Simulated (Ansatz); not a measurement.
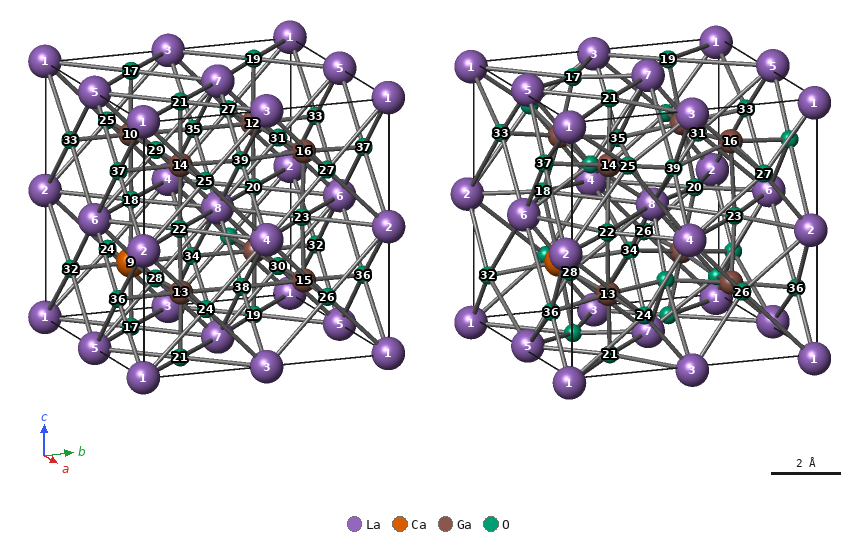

Two geometries of a defect cell of composition La8CaGa7O23 (cell charge −1), drawn at one scale. One is the start of a relaxation, the other its converged end. A ball-and-stick model of the cell of the calculation, seen slightly off an axis.

Method: DFT, PBEsol, PAW, plane waves in Ansatz 0.2.0. Settings: plane-wave cutoff 420 eV; k-point mesh 1 × 1 × 1; mesh shifted by (0.25, 0.25, 0.25); no spin polarisation; atoms relaxed in a fixed cell; force threshold 0.03 eV/Å; at most 80 steps.

Which one is relaxed?

The right one is the relaxed one. The largest move is that of an O atom, 0.58 Å along [−3 −2 1]. Largest moves by element: O 0.58 Å, Ga 0.32 Å, La 0.23 Å, Ca 0.05 Å. The lattice vectors keep their values. Some distances before and after: La–O 2.760 → 3.483 Å, La–O 2.731 → 3.369 Å, La–O 2.735 → 3.319 Å, La–O 2.719 → 3.271 Å. Among the angles between lasting bonds that change: Ca–O–Ga 179.1° → 146.0°, Ca–O–Ga 178.0° → 148.1°, Ca–O–Ga 179.6° → 151.1°. After 12 accepted moves (16 points after the start) the energy has fallen by 5.763 eV per cell of the calculation. Largest force component: 6.5 eV/Å at the start, 0.024 eV/Å at the end. The line search rejected the trial steps at points 9, 12, 14, 15 of the run. The run took 67 s on 8 threads of Intel(R) Xeon(R) Platinum 8488C, peak memory 1 GiB.

Limits of the set-up: the periodic images lie only 7.7 Å apart, so the values are limited by the cell's size; the cell is charged, on a uniform background, and energies carry no finite-size correction.
